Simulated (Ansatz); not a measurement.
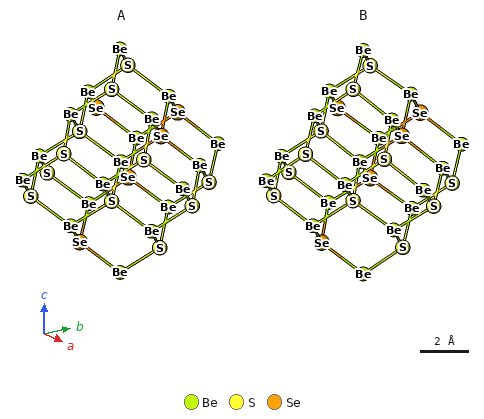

Two geometries of a crystal of Be32S20Se12 (a generated structure, set up in P1), drawn at one scale. One is the start of a relaxation, the other its converged end. A ball-and-stick model of the atoms within 5.0 Å of the atom that moves most (axes of the cell of the calculation), seen from a free direction.

Theory: DFT, PBEsol, PAW, plane waves (Ansatz 0.2.0). Settings: plane-wave cutoff 420 eV; k-point mesh 1 × 1 × 1; mesh shifted by (0.25, 0.25, 0.25); no spin polarisation; cell relaxed at fixed shape; force threshold 0.03 eV/Å; at most 80 steps.

> Which one is relaxed?

Structure B is the relaxed one. The energy falls by 1.719 eV per cell of the calculation in 4 geometry steps. The largest force component goes from 1.4 to 0.024 eV/Å. The pressure goes from 0.48 to −0.01 GPa. The largest move relative to the cell is that of a Be atom, 0.15 Å roughly along −b. Largest moves by element: Be 0.15 Å, S 0.10 Å, Se 0.08 Å. Cell: a = b = c 9.897 → 9.894 Å (0.0 %). Volume −0.1 %. Some distances before and after: Be–Se 2.066 → 2.213 Å, Be–S 2.196 → 2.098 Å, Be–Se 2.106 → 2.196 Å, Be–S 2.173 → 2.088 Å. Among the angles between lasting bonds that change: S–Be–S 107.7° → 113.4°, Se–Be–Se 110.6° → 105.7°, Be–S–Be 110.3° → 106.6°. The space group stays P1 (No. 1).
